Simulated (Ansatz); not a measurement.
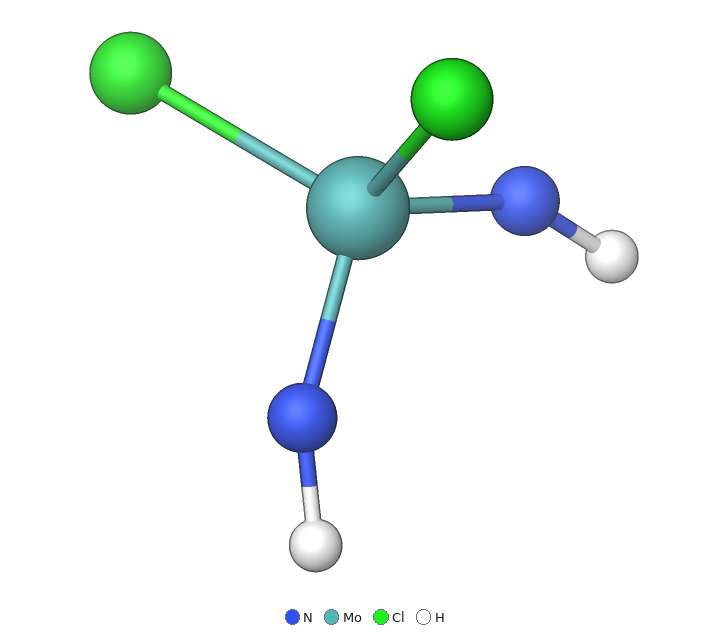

The picture shows a molecular structure as a ball-and-stick model. Every bond is drawn as one stick, whatever its order.

Charge 0, singlet. The computed structure is the end point of a PBE0-D4/def2-TZVP optimisation.

Question: What is the molecular formula?

Answer: Cl₂H₂MoN₂, 7 atoms: 2 chlorine, 2 hydrogen, 1 molybdenum and 2 nitrogen.

Question: How many bonds of each kind are drawn?

Answer: 2 Mo–N, 2 Cl–Mo, 2 N–H.

Question: Give the symmetry (Schoenflies symbol).

Answer: C2v.

Question: Write the SMILES.

Answer: [NH]=[Mo](=[NH])([Cl])[Cl]

Question: How many sets of symmetry-equivalent atoms are there?

Answer: 4: 2 N, 1 Mo, 2 Cl, 2 H.

The parts below concern this one geometry. Atoms keep their numbers from picture to picture.

### Geometry

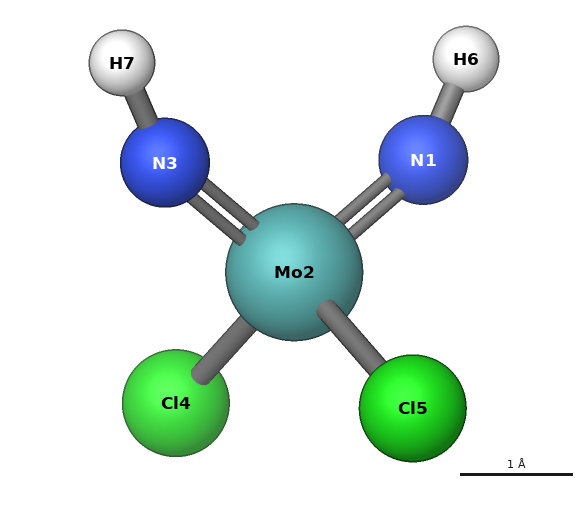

The atoms are numbered.

Give the bond lengths.

```
   bond  length (Å)
 N1–Mo2       1.712
  N1–H6       1.012
 Mo2–N3       1.712
Mo2–Cl4       2.268
Mo2–Cl5       2.268
  N3–H7       1.012
```

### Electronic properties

Level of theory: RKS r2SCAN0-D4/def2-TZVPP, core potentials on Mo (Ansatz 0.2.0).

What does the calculation give?

- HOMO energy (Kohn–Sham orbital): −8.64 eV
- LUMO energy (Kohn–Sham orbital): −2.71 eV
- HOMO–LUMO gap: 5.93 eV
- dispersion correction: −7.2 kJ/mol

### Vibrations

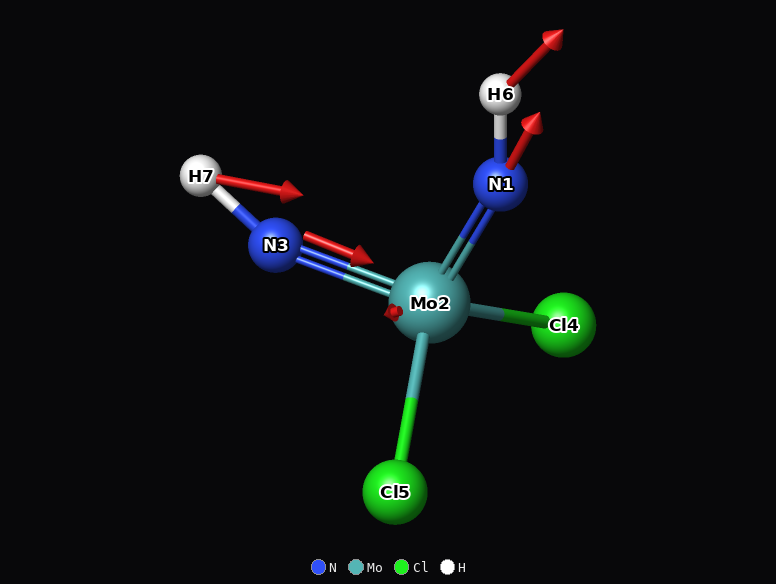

The arrows show one normal mode. Harmonic vibrations computed with RKS PBE0-D4/def2-TZVP, core potentials on Mo (Ansatz 0.2.0) at a stationary point of the same level.

Question: Describe the motion.

Answer: Mostly out-of-phase stretching of 2 Mo–N bonds.

Question: Estimate its harmonic wavenumber.

Answer: 1008 cm⁻¹; it is mode 12 of 15 counted from the lowest.

### Dipole moment

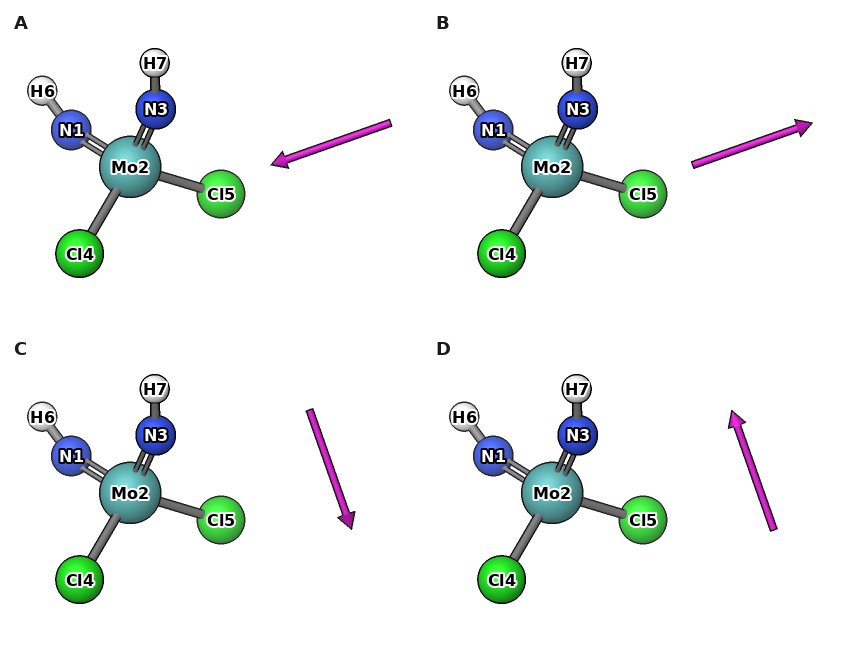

The same molecule four times, each with an arrow. Method: RKS PBE0-D4/def2-TZVP, core potentials on Mo (Ansatz 0.2.0).

Question: Which arrow points along the dipole moment, from the negative to the positive end?

Answer: D. The dipole moment is 3.43 D; it points from the side of Cl4, Cl5 to the side of H6, H7 (the outermost atoms at the two ends).
